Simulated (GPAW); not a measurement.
# HBr: geometry relaxation (part 2 of 3)

The same run, continued: HBr, SMILES Br; RPBE/sz(dzp), UKS, dispersion D4, scalar-relativistic datasets (GPAW 26.7.0). The atoms were displaced at random from an optimised geometry.

Geometry of the input (Å):
```
Br -0.6289  0.2916  -0.2524
H  0.4877  -0.2944  0.3603
```

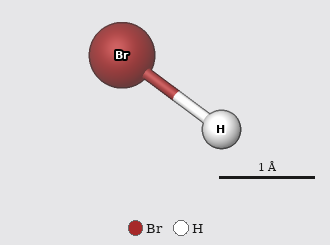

Figure 1. The structure as given in the input (ball-and-stick view, seen at an oblique angle).

**The program's output, continued**
```
Unit cell  # Å
| periodic |         x |        y |         z |   lengths |    angles |
|----------|-----------|----------|-----------|-----------|-----------|
|       no | 10.400000 | 0.000000 |  0.000000 | 10.400000 | 90.000000 |
|       no |  0.000000 | 9.600000 |  0.000000 |  9.600000 | 90.000000 |
|       no |  0.000000 | 0.000000 | 10.400000 | 10.400000 | 90.000000 |

Initialization done in: 0.475 s

convergence criteria:
- Maximum [total energy] change in last 3 cyles: 0.0005 eV / valence electron
- Maximum integral of absolute [dens]ity change: 0.0001 electrons / valence electron
- Maximum integral of absolute [eigenst]ate change: 4e-08 eV^2 / valence electron
maximum number of iterations: 100

SCF iterations
|iter     |     time |      energy | eigst |  dens |  magmom |
|---------|----------|-------------|-------|-------|---------|
|iter:   1| 00:00:06 |   -3.506962 |      c|       |  +0.0000|
|iter:   2| 00:00:06 |   -3.503357 |      c| -1.75 |  +0.0000|
|iter:   3| 00:00:07 |   -3.488127 |      c| -1.79 |  -0.0000|
|iter:   4| 00:00:07 |   -3.485430 |      c| -2.20 |  -0.0000|
|iter:   5| 00:00:07 |   -3.485271c|      c| -2.68 |  +0.0000|
|iter:   6| 00:00:08 |   -3.485270c|      c| -3.56 |  +0.0000|
|iter:   7| 00:00:08 |   -3.485270c|      c| -3.98 |  -0.0000|
|iter:   8| 00:00:09 |   -3.485270c|      c| -6.95c|  -0.0000|

Converged in 8 steps
SCF loop duration: 3.414 s (0.427 s/step)
Energy contributions relative to reference atoms: (reference = -70921.434995)

Energy contributions:
  Kinetic:          13.355007
  Coulomb:         -12.866904
  Zero:              0.019796
  External:          0.000000
  Xc:               -3.993168
  Entropy:           0.000000
  Spinorbit:         0.000000
  ----------------------------
  Free energy:      -3.485270
  Extrapolated:     -3.485270

dipole moment: (0.116606, -0.061208, 0.063980)  # |e|*Ang

Total magnetic moment: (0.000000, 0.000000, -0.000000)

Local magnetic moments
|        x |        y |        z |
|----------|----------|----------|
| 0.000000 | 0.000000 | 0.000000 |  # Br   0
| 0.000000 | 0.000000 | 0.000000 |  # H    1

Fermi level: -4.096
Eigenvalues  # (at kpt = [0.000, 0.000, 0.000])
| band index |      eig [eV] | occ [0-1] |      eig [eV] | occ [0-1] |
|------------|---------------|-----------|---------------|-----------|
|          0 |       -20.159 |     1.000 |       -20.159 |     1.000 |
|          1 |       -10.805 |     1.000 |       -10.805 |     1.000 |
|          2 |        -6.918 |     1.000 |        -6.918 |     1.000 |
|          3 |        -6.918 |     1.000 |        -6.918 |     1.000 |
|          4 |        -1.275 |     0.000 |        -1.275 |     0.000 |

Gap: 5.643 eV
Transition (v -> c):
  (s=0, k=0, n=3, [0.00, 0.00, 0.00]) -> (s=0, k=0, n=4, [0.00, 0.00, 0.00])
No difference between direct/indirect transitions
vacuum-level: 0.000  # V

Forces  # eV/Ang
|        x |        y |        z |
|----------|----------|----------|
| -1.49771 |  0.78301 | -0.82008 |  # Br   0
|  1.49579 | -0.78323 |  0.82191 |  # H    1

Force computation time: 0.025  # s
FIRE:    1 00:00:09       -3.516666        1.879235
       .-------------------------.
      /|                         |
     / |                         |
    /  |                         |
   /   |                         |
  /    |                         |
 *     |                         |
 |     |                         |
 |     |                         |
 |     |          H              |
 |     |        Br               |
 |     |                         |
 |     |                         |
 |     .-------------------------.
 |    /                         /
 |   /                         /
 |  /                         /
 | /                         /
 |/                         /
 *-------------------------*

Atoms  # Å, Bohr magnetons
|   | symbol |        x |        y |        z |    initial magnetic moments |
|---|--------|----------|----------|----------|-----------------------------|
| 0 |     Br | 4.543143 | 5.144784 | 4.839711 | ( 0.0000,  0.0000,  0.0000) |
| 1 |      H | 5.856678 | 4.455290 | 5.560406 | ( 0.0000,  0.0000,  0.0000) |

Unit cell  # Å
| periodic |         x |        y |         z |   lengths |    angles |
|----------|-----------|----------|-----------|-----------|-----------|
|       no | 10.400000 | 0.000000 |  0.000000 | 10.400000 | 90.000000 |
|       no |  0.000000 | 9.600000 |  0.000000 |  9.600000 | 90.000000 |
|       no |  0.000000 | 0.000000 | 10.400000 | 10.400000 | 90.000000 |

Initialization done in: 0.484 s

convergence criteria:
- Maximum [total energy] change in last 3 cyles: 0.0005 eV / valence electron
- Maximum integral of absolute [dens]ity change: 0.0001 electrons / valence electron
- Maximum integral of absolute [eigenst]ate change: 4e-08 eV^2 / valence electron
maximum number of iterations: 100

SCF iterations
|iter     |     time |      energy | eigst |  dens |  magmom |
|---------|----------|-------------|-------|-------|---------|
|iter:   1| 00:00:10 |   -3.582544 |      c|       |  +0.0000|
|iter:   2| 00:00:10 |   -3.574698 |      c| -1.59 |  +0.0000|
|iter:   3| 00:00:10 |   -3.545999 |      c| -1.63 |  +0.0000|
|iter:   4| 00:00:11 |   -3.540908 |      c| -2.04 |  +0.0000|
|iter:   5| 00:00:11 |   -3.540450 |      c| -2.47 |  -0.0000|
|iter:   6| 00:00:12 |   -3.540446c|      c| -3.33 |  +0.0000|
|iter:   7| 00:00:12 |   -3.540446c|      c| -3.72 |  +0.0000|
|iter:   8| 00:00:13 |   -3.540446c|      c| -6.53c|  -0.0000|

Converged in 8 steps
SCF loop duration: 3.410 s (0.426 s/step)
Energy contributions relative to reference atoms: (reference = -70921.434995)

Energy contributions:
  Kinetic:          11.025054
  Coulomb:         -11.126143
  Zero:              0.024161
  External:          0.000000
  Xc:               -3.463518
  Entropy:           0.000000
  Spinorbit:         0.000000
  ----------------------------
  Free energy:      -3.540446
  Extrapolated:     -3.540446

dipole moment: (0.111447, -0.058496, 0.061143)  # |e|*Ang

Total magnetic moment: (0.000000, 0.000000, -0.000000)

Local magnetic moments
|        x |        y |         z |
|----------|----------|-----------|
| 0.000000 | 0.000000 |  0.000000 |  # Br   0
| 0.000000 | 0.000000 | -0.000000 |  # H    1

Fermi level: -4.583
Eigenvalues  # (at kpt = [0.000, 0.000, 0.000])
| band index |      eig [eV] | occ [0-1] |      eig [eV] | occ [0-1] |
|------------|---------------|-----------|---------------|-----------|
|          0 |       -19.663 |     1.000 |       -19.663 |     1.000 |
|          1 |       -10.373 |     1.000 |       -10.373 |     1.000 |
|          2 |        -6.778 |     1.000 |        -6.778 |     1.000 |
|          3 |        -6.778 |     1.000 |        -6.778 |     1.000 |
|          4 |        -2.387 |     0.000 |        -2.387 |     0.000 |

Gap: 4.390 eV
Transition (v -> c):
  (s=0, k=0, n=3, [0.00, 0.00, 0.00]) -> (s=1, k=0, n=4, [0.00, 0.00, 0.00])
No difference between direct/indirect transitions
vacuum-level: 0.000  # V

Forces  # eV/Ang
|        x |        y |        z |
|----------|----------|----------|
|  0.66194 | -0.34014 |  0.36609 |  # Br   0
| -0.65588 |  0.34848 | -0.35627 |  # H    1

Force computation time: 0.025  # s
FIRE:    2 00:00:13       -3.571912        0.828909
       .-------------------------.
      /|                         |
     / |                         |
    /  |                         |
   /   |                         |
  /    |                         |
 *     |                         |
 |     |                         |
 |     |                         |
 |     |          H              |
 |     |        Br               |
 |     |                         |
 |     |                         |
 |     .-------------------------.
 |    /                         /
 |   /                         /
 |  /                         /
 | /                         /
 |/                         /
 *-------------------------*

Atoms  # Å, Bohr magnetons
|   | symbol |        x |        y |        z |    initial magnetic moments |
|---|--------|----------|----------|----------|-----------------------------|
| 0 |     Br | 4.544797 | 5.143934 | 4.840626 | ( 0.0000,  0.0000,  0.0000) |
| 1 |      H | 5.855039 | 4.456161 | 5.559515 | ( 0.0000,  0.0000, -0.0000) |

Unit cell  # Å
| periodic |         x |        y |         z |   lengths |    angles |
|----------|-----------|----------|-----------|-----------|-----------|
|       no | 10.400000 | 0.000000 |  0.000000 | 10.400000 | 90.000000 |
|       no |  0.000000 | 9.600000 |  0.000000 |  9.600000 | 90.000000 |
|       no |  0.000000 | 0.000000 | 10.400000 | 10.400000 | 90.000000 |

Initialization done in: 0.474 s

convergence criteria:
- Maximum [total energy] change in last 3 cyles: 0.0005 eV / valence electron
- Maximum integral of absolute [dens]ity change: 0.0001 electrons / valence electron
- Maximum integral of absolute [eigenst]ate change: 4e-08 eV^2 / valence electron
maximum number of iterations: 100

SCF iterations
|iter     |     time |      energy | eigst |  dens |  magmom |
|---------|----------|-------------|-------|-------|---------|
|iter:   1| 00:00:13 |   -3.543779c|      c|       |  +0.0000|
|iter:   2| 00:00:14 |   -3.543772c|      c| -3.13 |  -0.0000|
|iter:   3| 00:00:14 |   -3.543744c|      c| -3.18 |  -0.0000|
|iter:   4| 00:00:15 |   -3.543743c|      c| -3.89 |  +0.0000|
|iter:   5| 00:00:15 |   -3.543743c|      c| -4.34c|  +0.0000|

Converged in 5 steps
SCF loop duration: 1.916 s (0.383 s/step)
Energy contributions relative to reference atoms: (reference = -70921.434995)

Energy contributions:
  Kinetic:          11.075925
  Coulomb:         -11.165981
  Zero:              0.023536
  External:          0.000000
  Xc:               -3.477224
  Entropy:           0.000000
  Spinorbit:         0.000000
  ----------------------------
  Free energy:      -3.543743
  Extrapolated:     -3.543743

dipole moment: (0.111577, -0.058565, 0.061214)  # |e|*Ang

Total magnetic moment: (0.000000, 0.000000, 0.000000)

Local magnetic moments
|        x |        y |        z |
|----------|----------|----------|
| 0.000000 | 0.000000 | 0.000000 |  # Br   0
| 0.000000 | 0.000000 | 0.000000 |  # H    1

Fermi level: -4.570
Eigenvalues  # (at kpt = [0.000, 0.000, 0.000])
| band index |      eig [eV] | occ [0-1] |      eig [eV] | occ [0-1] |
|------------|---------------|-----------|---------------|-----------|
|          0 |       -19.675 |     1.000 |       -19.675 |     1.000 |
|          1 |       -10.386 |     1.000 |       -10.386 |     1.000 |
|          2 |        -6.782 |     1.000 |        -6.782 |     1.000 |
|          3 |        -6.781 |     1.000 |        -6.781 |     1.000 |
|          4 |        -2.358 |     0.000 |        -2.358 |     0.000 |

Gap: 4.423 eV
Transition (v -> c):
  (s=1, k=0, n=3, [0.00, 0.00, 0.00]) -> (s=0, k=0, n=4, [0.00, 0.00, 0.00])
No difference between direct/indirect transitions
vacuum-level: 0.000  # V

Forces  # eV/Ang
|        x |        y |        z |
|----------|----------|----------|
|  0.61574 | -0.31531 |  0.34151 |  # Br   0
| -0.61187 |  0.32599 | -0.33179 |  # H    1

Force computation time: 0.025  # s
FIRE:    3 00:00:15       -3.575208        0.771028
       .-------------------------.
      /|                         |
     / |                         |
    /  |                         |
   /   |                         |
  /    |                         |
 *     |                         |
 |     |                         |
 |     |                         |
 |     |          H              |
 |     |        Br               |
 |     |                         |
 |     |                         |
 |     .-------------------------.
 |    /                         /
 |   /                         /
 |  /                         /
 | /                         /
 |/                         /
 *-------------------------*

Atoms  # Å, Bohr magnetons
|   | symbol |        x |        y |        z |    initial magnetic moments |
|---|--------|----------|----------|----------|-----------------------------|
| 0 |     Br | 4.547989 | 5.142297 | 4.842394 | ( 0.0000,  0.0000,  0.0000) |
| 1 |      H | 5.851871 | 4.457846 | 5.557796 | ( 0.0000,  0.0000,  0.0000) |

Unit cell  # Å
| periodic |         x |        y |         z |   lengths |    angles |
|----------|-----------|----------|-----------|-----------|-----------|
|       no | 10.400000 | 0.000000 |  0.000000 | 10.400000 | 90.000000 |
|       no |  0.000000 | 9.600000 |  0.000000 |  9.600000 | 90.000000 |
|       no |  0.000000 | 0.000000 | 10.400000 | 10.400000 | 90.000000 |

Initialization done in: 0.488 s

convergence criteria:
- Maximum [total energy] change in last 3 cyles: 0.0005 eV / valence electron
- Maximum integral of absolute [dens]ity change: 0.0001 electrons / valence electron
- Maximum integral of absolute [eigenst]ate change: 4e-08 eV^2 / valence electron
maximum number of iterations: 100

SCF iterations
|iter     |     time |      energy | eigst |  dens |  magmom |
|---------|----------|-------------|-------|-------|---------|
|iter:   1| 00:00:16 |   -3.549572 |      c|       |  -0.0000|
|iter:   2| 00:00:16 |   -3.549548 |      c| -2.85 |  -0.0000|
|iter:   3| 00:00:17 |   -3.549458c|      c| -2.89 |  +0.0000|
|iter:   4| 00:00:17 |   -3.549443c|      c| -3.30 |  +0.0000|
|iter:   5| 00:00:18 |   -3.549441c|      c| -3.73 |  +0.0000|
|iter:   6| 00:00:18 |   -3.549441c|      c| -4.60c|  +0.0000|

Converged in 6 steps
SCF loop duration: 2.497 s (0.416 s/step)
Energy contributions relative to reference atoms: (reference = -70921.434995)

Energy contributions:
  Kinetic:          11.177484
  Coulomb:         -11.246077
  Zero:              0.023279
  External:          0.000000
  Xc:               -3.504128
  Entropy:           0.000000
  Spinorbit:         0.000000
  ----------------------------
  Free energy:      -3.549441
  Extrapolated:     -3.549441

dipole moment: (0.111811, -0.058689, 0.061343)  # |e|*Ang

Total magnetic moment: (0.000000, 0.000000, 0.000000)
```
